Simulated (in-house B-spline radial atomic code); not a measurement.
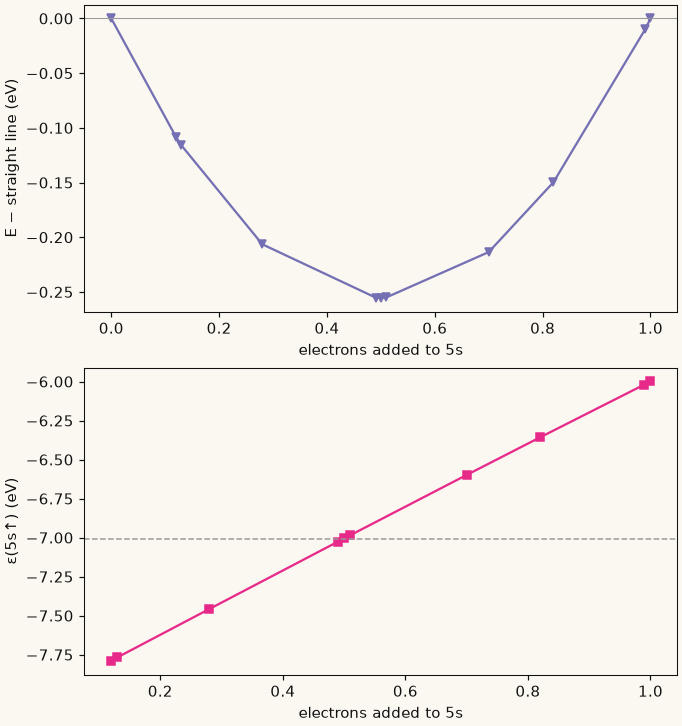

Level of theory: scalar-relativistic (spin-free one-electron X2C) CAM-B3LYP, spin-polarised, spherical fractional occupations, Fermi nucleus, basis-set limit. Computed with an in-house B-spline radial code. The occupation of the 5s shell is varied from Mo⁺ ([Kr] 4d5 (high spin)) to Mo ([Kr] 4d5 5s1 (high spin)), with spherical fractional occupations. The plot shows the total energy less the straight line between the end points, and the eigenvalue of 5s↑ (the dashed line is minus the energy to take the whole electron out).

Is the energy convex or concave in the occupation, and by how much?

The curve is convex (below the straight line), with the largest deviation among the points computed, −0.26 eV, at 0.5. The end points differ by 7.01 eV, the energy to take the electron out. The eigenvalue, which is the slope of the energy (Janak's theorem), moves from −7.79 eV at 0.12 to −6.00 eV at 1; for a straight line it would stay constant, and a parabola would sag by an eighth of this change, scaled to a whole electron, 0.25 eV. Convexity is the delocalisation error: fractional charges are too low in energy. Exact exchange at spherical fractional occupations leaves self-interaction in partly filled shells, which adds to the curvature.
